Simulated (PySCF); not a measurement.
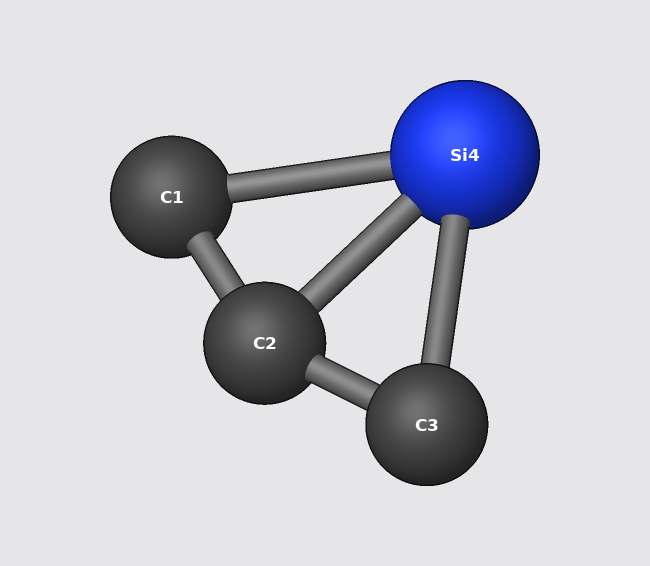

The computed structure is the end point of a PBE0-D3(BJ)/def2-SVP optimisation. No frequency run is at hand to confirm it as a minimum. Properties computed with GIAO PBE0/pcSseg-1 NMR shielding, non-relativistic, gas phase (PySCF 2.14.0). Principal shieldings σ11 ≤ σ22 ≤ σ33, span Ω = σ33 − σ11, skew κ = 3(σiso − σ22)/Ω.

Give the shielding tensors of the Si atoms.

| atom | σ11 | σ22 | σ33 | σiso | Ω | κ |
| --- | --- | --- | --- | --- | --- | --- |
| Si4 | −287.0 | −176.4 | 969.0 | 168.5 | 1256.1 | 0.82 |

Shieldings and span in ppm.
